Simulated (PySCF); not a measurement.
**GaN (triplet): density, localisation and related maps**

```xyz
2

Ga    0.0000    0.0000   -0.3386
N     0.0000    0.0000    1.6664
```

The calculation used PySCF 2.14.0, PBE0/x2c-TZVPPall, spin-free X2C-1e, Gaussian nucleus, at a bond length of 2.005 Å.

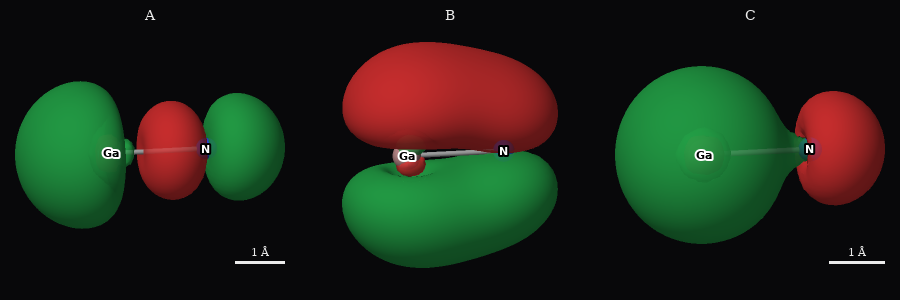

Figure 1. Three frontier β-spin orbitals, each drawn at the value that holds 80 % of its norm (green and red are the two phases), in no order; of a degenerate pair one member is drawn.

Q: Label each orbital by symmetry, say whether it is occupied, and order them by energy.

A: Orbital C: σ, occupied in this spin, −9.87 eV; shared between the atoms (Ga 70 %, N 30 %).
Orbital A: σ, occupied in this spin, −5.92 eV; shared between the atoms (Ga 45 %, N 55 %).
Orbital B: π, empty in this spin, −2.94 eV; bonding, with no node between the atoms.

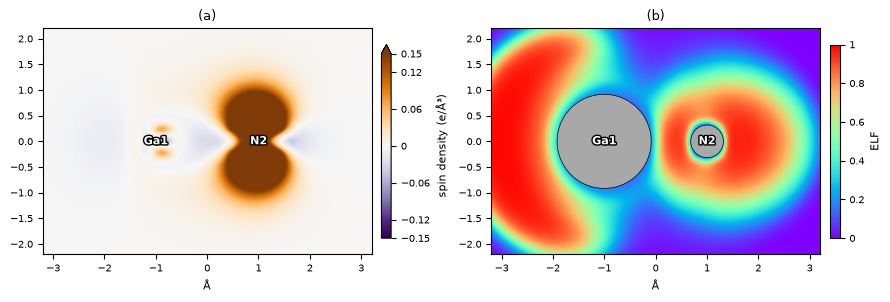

Figure 2. (a) spin density; (b) ELF on a plane that holds the molecular axis. Grey discs cover the atomic cores in the ELF map.

Q: Interpret the plot.

A:
- The section cuts through Ga and N sites.
- Ga–N (2.00 Å): the ELF peaks at about 0.95 in the valence shell of N, 0.6 Å from its nucleus, and is about 0.45 at the midpoint.
- The ELF also peaks beside N2, away from the bonds: non-bonding electrons, paired or unpaired.
- The unpaired spin (2 electrons) lies mostly on N2 (about 1.8) and Ga1 (about 0.2), in electrons by Hirshfeld's partition.

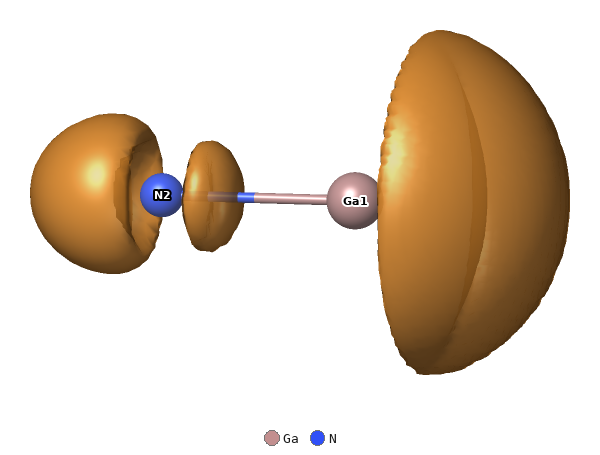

Figure 3. Isosurface of the ELF at 0.85 (orange), seen from one side. Core shells and regions of very low density are left out.

Q: What do the ELF domains correspond to?

A: At this value the surface marks out one lobe of the valence shell of N pointing towards Ga, one lobe on Ga, pointing away from the bonds (non-bonding electrons) and one lobe on N, pointing away from the bonds (non-bonding electrons).
